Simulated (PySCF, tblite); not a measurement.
# C₄H₁₀B₂O+ (doublet): geometry, infrared bands and EPR parameters

Aim: predict the infrared bands and EPR parameters of C₄H₁₀B₂O+ (doublet) (`BBOC[C+]([CH2])C`).

Programs: tblite 0.8.0 and PySCF 2.14.0, with density-fitted response routines of our own. Each step states its level of theory. These are calculated values for one molecule in the gas phase, unless marked as measured. Atoms count from 0, in the outputs and in this text.

## Step 1: Starting geometry

17 atoms, charge 1, multiplicity 2; geometry from: force field or distance geometry start.

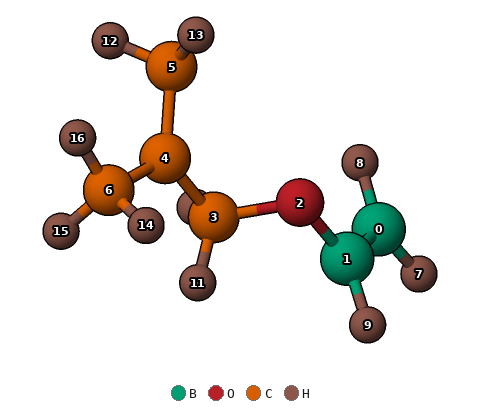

As it starts; boron teal, oxygen red, carbon orange, hydrogen brown, atoms numbered.

## Step 2: Optimising the geometry with GFN2-xTB

Job settings and geometry (Å):

```
{"job": {"kind": "relax", "xc": "GFN2-xTB", "basis": "xTB"}, "charge": 1, "multiplicity": 2}
B      3.275000     1.100900    -0.087100
B      2.362400    -0.115800     0.570800
O      0.957000     0.091700     0.914300
C      0.154900    -0.322600    -0.183600
C     -1.288700    -0.081500     0.157200
C     -1.759300     1.323800     0.372700
C     -2.256500    -1.218900     0.234200
H      4.416400     0.938200    -0.321300
H      2.765200     2.139800    -0.327600
H      2.879000    -1.151900     0.845300
H      0.393400     0.239600    -1.104200
H      0.297100    -1.422900    -0.367600
H     -2.536100     1.592000    -0.361400
H     -2.162000     1.426200     1.398200
H     -1.931900    -1.919400     1.030900
H     -2.297500    -1.753200    -0.723100
H     -3.275500    -0.854000     0.488700
```

The run is started by

```bash
OMP_NUM_THREADS=1 python probes_run.py task.json out
```

One launch serves the whole session: the jobs run in the order shown.

Standard output:

```text
step      E/eV     max force
  0    -532.36881    3.158
  1    -532.66613    1.463
  2    -532.79342    1.134
  3    -532.84755    0.869
  4    -532.96477    1.442
  5    -533.07066    1.836
  6    -533.26862    2.440
  7    -533.47963    1.546
  8    -533.73927    1.396
  9    -533.87781    1.417
 10    -534.15306    1.884
 11    -534.43315    1.696
 12    -534.75774    1.319
 13    -534.89165    1.618
 14    -535.08159    1.336
 15    -535.33545    1.148
 16    -535.38328    1.572
 17    -535.48246    0.931
 18    -535.52750    0.503
 19    -535.57082    0.510
 20    -535.63299    0.600
 21    -535.66180    0.448
 22    -535.68105    0.412
 23    -535.70021    0.393
 24    -535.72412    0.508
 25    -535.75200    0.485
 26    -535.78040    0.431
 27    -535.80229    0.442
 28    -535.82678    0.507
 29    -535.86183    0.610
 30    -535.89883    0.691
 31    -535.93280    0.546
 32    -535.98139    0.528
 33    -536.01532    0.638
 34    -536.05774    0.687
 35    -536.09741    0.467
 36    -536.12917    0.480
 37    -536.15224    0.486
 38    -536.17917    0.393
 39    -536.19485    0.379
 40    -536.20405    0.239
 41    -536.21044    0.231
 42    -536.21744    0.193
 43    -536.22320    0.171
 44    -536.22760    0.219
 45    -536.23080    0.116
 46    -536.23327    0.091
 47    -536.23513    0.085
 48    -536.23633    0.077
 49    -536.23716    0.062
 50    -536.23791    0.073
 51    -536.23883    0.083
 52    -536.23972    0.082
 53    -536.24049    0.071
 54    -536.24131    0.073
 55    -536.24237    0.087
 56    -536.24366    0.095
 57    -536.24504    0.096
 58    -536.24620    0.069
 59    -536.24709    0.075
 60    -536.24783    0.087
 61    -536.24883    0.098
 62    -536.25023    0.117
 63    -536.25202    0.114
 64    -536.25406    0.111
 65    -536.25641    0.128
 66    -536.25874    0.129
 67    -536.26100    0.132
 68    -536.26281    0.132
 69    -536.26453    0.117
 70    -536.26589    0.122
 71    -536.26722    0.116
 72    -536.26866    0.098
 73    -536.26981    0.093
 74    -536.27097    0.096
 75    -536.27250    0.094
 76    -536.27422    0.109
 77    -536.27594    0.111
 78    -536.27712    0.078
 79    -536.27816    0.074
 80    -536.27893    0.072
 81    -536.28033    0.084
 82    -536.28163    0.080
 83    -536.28266    0.088
 84    -536.28359    0.072
 85    -536.28453    0.066
 86    -536.28547    0.067
 87    -536.28628    0.061
 88    -536.28714    0.087
 89    -536.28797    0.061
 90    -536.28898    0.068
 91    -536.28950    0.086
 92    -536.29022    0.096
 93    -536.29094    0.083
 94    -536.29173    0.061
 95    -536.29230    0.049
 96    -536.29264    0.051
 97    -536.29289    0.037
 98    -536.29320    0.041
 99    -536.29349    0.042
100    -536.29368    0.036
101    -536.29378    0.022
102    -536.29385    0.021
103    -536.29391    0.019
104    -536.29396    0.018
105    -536.29400    0.017
106    -536.29404    0.020
107    -536.29410    0.019
108    -536.29416    0.023
109    -536.29423    0.026
110    -536.29434    0.032
111    -536.29449    0.036
112    -536.29469    0.040
113    -536.29491    0.045
114    -536.29515    0.047
115    -536.29541    0.039
116    -536.29572    0.038
117    -536.29607    0.054
118    -536.29640    0.058
119    -536.29672    0.045
120    -536.29699    0.033
121    -536.29718    0.027
122    -536.29733    0.035
123    -536.29744    0.026
124    -536.29753    0.023
125    -536.29757    0.018
126    -536.29760    0.011
127    -536.29762    0.010
128    -536.29764    0.011
129    -536.29766    0.012
130    -536.29767    0.009
```

Run time: 0.89 s. Hardware: 1 thread of Arm Neoverse V1, shared host.

Along the way: (not every step is listed)

| step | energy from step 0 (eV) | largest force (eV/Å) |
| --- | --- | --- |
| 0 | 0.0000 | 3.1576 |
| 1 | -0.2973 | 1.4628 |
| 2 | -0.4246 | 1.1336 |
| 3 | -0.4787 | 0.8690 |
| 4 | -0.5960 | 1.4418 |
| 5 | -0.7018 | 1.8362 |
| 6 | -0.8998 | 2.4403 |
| 7 | -1.1108 | 1.5457 |
| 8 | -1.3705 | 1.3960 |
| 19 | -3.2020 | 0.5103 |
| 30 | -3.5300 | 0.6914 |
| 41 | -3.8416 | 0.2305 |
| 52 | -3.8709 | 0.0816 |
| 63 | -3.8832 | 0.1143 |
| 74 | -3.9022 | 0.0955 |
| 85 | -3.9157 | 0.0662 |
| 96 | -3.9238 | 0.0508 |
| 107 | -3.9253 | 0.0194 |
| 118 | -3.9276 | 0.0583 |
| 125 | -3.9288 | 0.0179 |
| 126 | -3.9288 | 0.0110 |
| 127 | -3.9288 | 0.0105 |
| 128 | -3.9288 | 0.0110 |
| 129 | -3.9288 | 0.0116 |
| 130 | -3.9289 | 0.0093 |

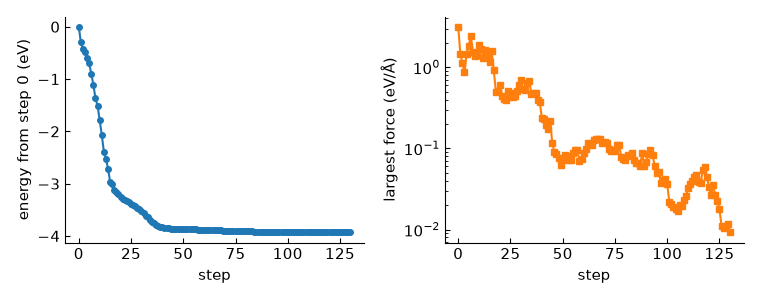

Energy and force, step by step.

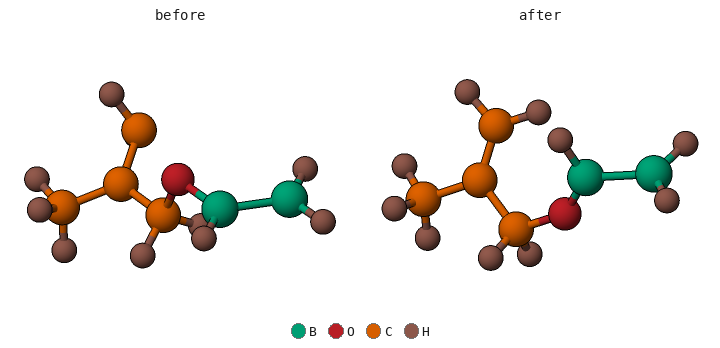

Before and after, at one scale.

Distances of close pairs at the start and the end, largest changes first:

| bond | before (Å) | after (Å) | change (Å) |
| --- | --- | --- | --- |
| B1–O2 | 1.462 | 1.275 | -0.187 |
| C4–C5 | 1.498 | 1.331 | -0.167 |
| O2–C3 | 1.421 | 1.390 | -0.032 |
| C5–H13 | 1.106 | 1.078 | -0.029 |
| C6–H16 | 1.112 | 1.085 | -0.027 |
| C3–H11 | 1.125 | 1.099 | -0.026 |
| C5–H12 | 1.102 | 1.077 | -0.025 |
| B0–B1 | 1.657 | 1.680 | +0.023 |

The end geometry stands in the next job.

## Step 3: Infrared spectrum with GFN2-xTB

Job settings and geometry (Å):

```
{"job": {"kind": "ir", "xc": "GFN2-xTB", "basis": "xTB"}, "charge": 1, "multiplicity": 2}
B      3.303208     1.344617     0.156461
B      1.863953     0.521912     0.427352
O      1.159914    -0.092287    -0.439643
C     -0.029138    -0.780213    -0.649879
C     -1.216561    -0.285862     0.144302
C     -1.217818     0.847279     0.842076
C     -2.396711    -1.196089     0.054954
H      4.298660     0.745299     0.210477
H      3.271418     2.491182    -0.037309
H      1.631787     0.599240     1.596191
H     -0.282267    -0.697924    -1.718987
H      0.153962    -1.843579    -0.443109
H     -2.057919     1.116188     1.459674
H     -0.410478     1.560898     0.816927
H     -2.245554    -2.052789     0.713155
H     -2.529163    -1.582482    -0.953228
H     -3.304292    -0.683359     0.356908
```

Standard output:

```text
mode    cm-1     km/mol
  1      40.2      5.63
  2      64.7      6.43
  3      78.2      0.92
  4     138.8     13.34
  5     161.9      7.52
  6     221.1      8.13
  7     256.7      3.73
  8     297.8      8.31
  9     376.5     12.70
 10     416.1     10.14
 11     502.9     45.82
 12     525.9      0.80
 13     624.1     34.98
 14     654.6     38.04
 15     718.2     39.78
 16     734.3    103.40
 17     813.3    213.93
 18     860.0      9.94
 19     898.1     27.60
 20     904.8     49.67
 21     933.2      6.71
 22     992.6     15.56
 23    1011.1     35.11
 24    1024.2     23.39
 25    1045.4    144.68
 26    1176.2      6.94
 27    1206.0     12.53
 28    1266.2      5.49
 29    1373.7     82.12
 30    1378.8     46.02
 31    1385.2     42.43
 32    1432.4     30.31
 33    1452.2     12.88
 34    1509.5    132.78
 35    1619.6    178.74
 36    2342.1     23.98
 37    2672.0      2.65
 38    2742.8      8.63
 39    2867.2      3.58
 40    2909.1      1.05
 41    2996.5      5.85
 42    3041.2      2.50
 43    3075.5      1.09
 44    3097.2      9.95
 45    3128.1      4.23
```

Wall time 0.5 s (1 thread of Arm Neoverse V1, shared host).

Which atoms move in the most intense modes:

| cm⁻¹ | km/mol | atoms |
| --- | --- | --- |
| 734 | 103.4 | H8 29 %, B0 26 %, H7 26 %, B1 12 % |
| 813 | 213.9 | H9 44 %, C3 19 % |
| 905 | 49.7 | C3 23 %, H10 18 %, H11 13 %, H12 12 % |
| 1045 | 144.7 | H8 41 %, H7 41 %, B0 12 % |
| 1374 | 82.1 | H11 35 %, H10 33 % |
| 1379 | 46.0 | H13 22 %, H12 21 %, H15 19 %, H14 17 % |
| 1510 | 132.8 | O2 42 %, B1 38 % |
| 1620 | 178.7 | C4 48 %, C5 34 % |

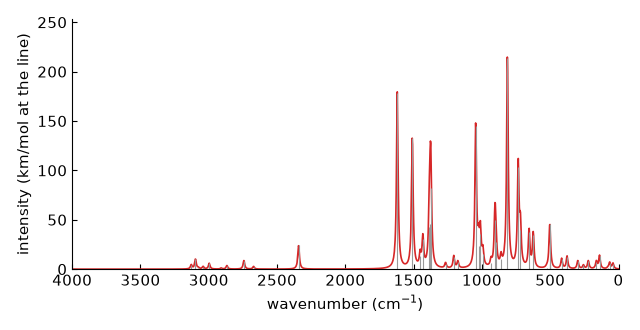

The infrared spectrum from these modes, unscaled. Lines are broadened to a width of 14 cm⁻¹ (Lorentzian).

## Step 4: EPR parameters: B3LYP/pcH-1

Settings changed since step 3:

```diff
@@ -1,2 +1,2 @@
-{"job": {"kind": "ir", "xc": "GFN2-xTB", "basis": "xTB"}, "charge": 1, "multiplicity": 2}
+{"job": {"kind": "epr", "basis": "pcH-1"}, "charge": 1, "multiplicity": 2}
 B      3.303208     1.344617     0.156461
```

Level: UKS B3LYP, pcH-1 on B C H O, non-relativistic, mean-field spin-orbit, GIAO.

Standard output:

```text
UKS, coarse grid
  cycle   1  E = -282.96841679  |g| = 4.30e-01
  cycle   2  E = -282.78861634  |g| = 8.11e-01
  cycle   3  E = -283.02338587  |g| = 1.60e-01
  cycle   4  E = -283.03125890  |g| = 9.32e-02
  cycle   5  E = -283.03538187  |g| = 5.01e-02
  cycle   6  E = -283.03721157  |g| = 1.45e-02
  cycle   7  E = -283.03730181  |g| = 7.75e-03
  cycle   8  E = -283.03732654  |g| = 4.46e-03
  cycle   9  E = -283.03733830  |g| = 1.54e-03
  cycle  10  E = -283.03734051  |g| = 5.98e-04
UKS, final grid
  cycle   1  E = -283.03733840  |g| = 1.65e-03
  cycle   2  E = -283.03731978  |g| = 5.50e-03
  cycle   3  E = -283.03734035  |g| = 1.45e-04
  cycle   4  E = -283.03734035  |g| = 9.96e-05
  cycle   5  E = -283.03734036  |g| = 5.06e-05
  cycle   6  E = -283.03734036  |g| = 8.26e-06
E = -283.03734036 Eh   <S^2> = 0.7535 (exact 0.7500)
g shifts (ppm)      1          2          3
  rmc          -165       -165       -165
  gc             23         18        -22
  oz_so        -163        873       2137
  total        -305        726       1950
hyperfine (MHz)  atom isotope    a_iso     a_fc   dipolar eigenvalues
    0   11B      44.72      44.72    -18.06    -16.72     34.77
    1   11B       7.74       7.74    -16.80    -11.62     28.42
    2   17O     -63.95     -63.95    -51.70     25.63     26.07
    3   13C     -11.24     -11.24     -5.52     -4.98     10.50
    4   13C       2.27       2.27    -14.37    -10.56     24.93
    5   13C      10.02      10.02    -17.97    -17.04     35.01
    6   13C       1.93       1.93     -2.49     -1.91      4.40
    7    1H      42.80      42.80     -7.30     -1.66      8.95
    8    1H      29.35      29.35     -7.24     -1.33      8.57
    9    1H     346.71     346.71     -7.17     -5.82     12.99
   10    1H      97.74      97.74     -4.94     -3.13      8.07
   11    1H      43.03      43.03     -3.76     -0.98      4.73
   12    1H      -3.13      -3.13     -8.60     -2.73     11.33
   13    1H       0.98       0.98     -7.30     -3.27     10.57
   14    1H      37.95      37.95     -2.19     -0.05      2.24
   15    1H      13.91      13.91     -2.21     -1.59      3.81
   16    1H      -1.89      -1.89     -2.19     -0.89      3.09
```

It took 67 s on 1 thread of Arm Neoverse V1, shared host; peak memory 0.98 GiB.

Principal g values 2.00201, 2.00305, 2.00427; g(iso) = 2.00311, against 2.00232 for a free electron.

Mean a(iso) over the nuclei that a row names, and the largest dipolar term of the row (other rows stand at the frozen geometry):

| nuclei | isotope | a(iso) (MHz) | a(iso) (G, at g = 2.0023) | largest dipolar term (MHz) |
| --- | --- | --- | --- | --- |
| H9 | 1H | 346.7 | 123.7 | 13.0 |
| H10, H11 | 1H | 70.4 | 25.1 | 8.1 |
| O2 | 17O | -64.0 | -22.8 | -51.7 |
| B0 | 11B | 44.7 | 16.0 | 34.8 |
| H7, H8 | 1H | 36.1 | 12.9 | 9.0 |
| H14, H15, H16 | 1H | 16.7 | 5.9 | 3.8 |
| C3 | 13C | -11.2 | -4.0 | 10.5 |
| C5 | 13C | 10.0 | 3.6 | 35.0 |
| B1 | 11B | 7.7 | 2.8 | 28.4 |
| C4 | 13C | 2.3 | 0.8 | 24.9 |
| C6 | 13C | 1.9 | 0.7 | 4.4 |
| H12, H13 | 1H | -1.1 | -0.4 | 11.3 |

Mulliken spin populations:

B0 0.20; B1 0.09; O2 0.14; C3 0.00; C4 0.12; C5 0.20; C6 0.01; H7 0.01; H8 0.01; H9 0.15; H10 0.04; H11 0.02; H12 0.00; H13 0.00; H14 0.01; H15 0.01; H16 0.00

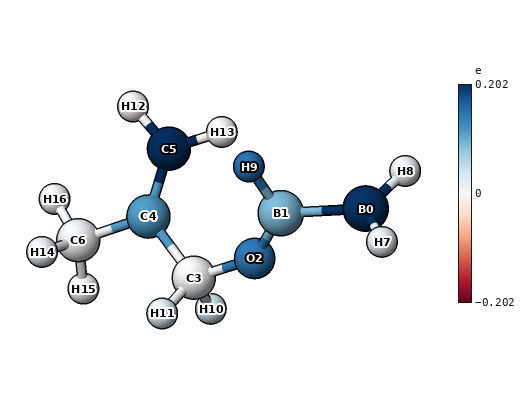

Mulliken spin populations, as colours on the atoms.

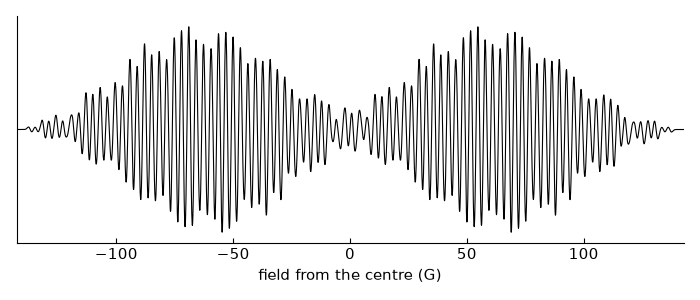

First-order isotropic spectrum (first derivative, main isotopes with spin only, couplings over 0.8 MHz, Gaussian width 0.7 G; couplings of the frozen geometry, rotation of groups not averaged beyond the rows shown).

Orbitals, density, ELF and potential are computed afterwards from the orbital file.

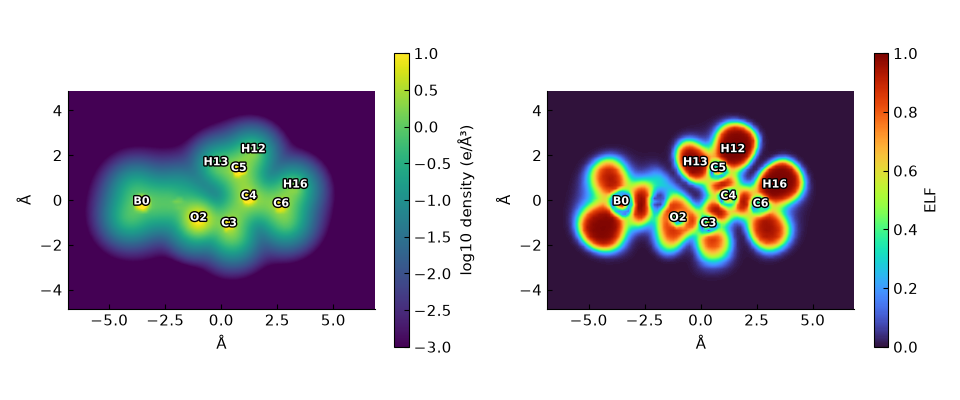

Density (left) and ELF (right) in a plane through or near 9 of the atoms.

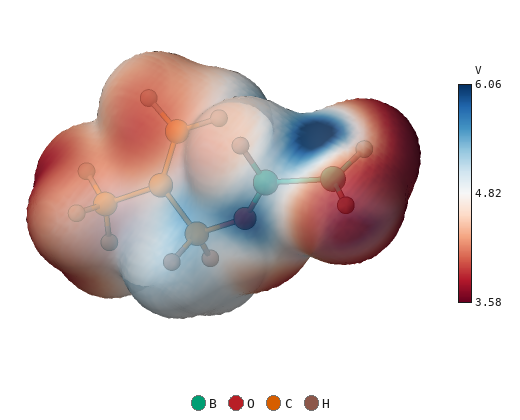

Electrostatic potential on the surface of density 0.002 e/bohr³; red is low, blue high. It runs from 3.58 to 6.06 V.

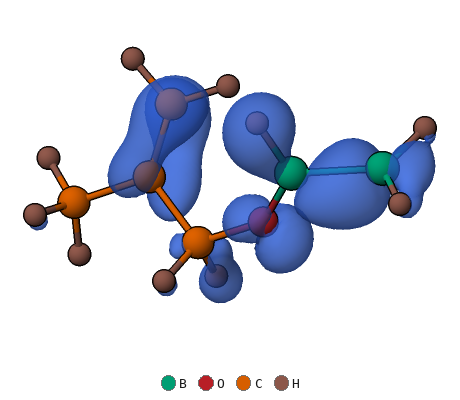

Spin density at ±0.03 e/Å³ (alpha excess blue, beta excess red).

## Step 5: What came out

```
                                 quantity                 value
strongest single infrared mode (GFN2-xTB)  813 cm⁻¹, 214 km/mol
             zero-point energy (GFN2-xTB)         81.4 kcal/mol
                           g(iso) (B3LYP)               2.00311
                                     ⟨S²⟩    0.754 (exact 0.75)
       largest a(iso) (averaged by class)   1H on H9, 346.7 MHz
```

In words: The optimisation took 130 steps and gained 3.929 eV; among the close pairs (by a distance rule), B1–O2 changed most, from 1.462 to 1.275 Å. All 45 modes are real, so the xTB geometry is a minimum. The strongest single mode, at 813 cm⁻¹, is spread over many atoms; the largest shares are those of H9, C3. GFN2-xTB is a fitted tight-binding method: band positions and strengths are rough. Its intensities can rank the bands wrongly. The largest spin populations lie on C5 (0.20 e), B0 (0.20 e), H9 (0.15 e), O2 (0.14 e). The isotropic g lies 0.8 ppt above the free-electron value. These values are for one conformer; the search (at its own cheap level) found 1 more, at 0.78 kcal/mol, and measured spectra average over such forms.
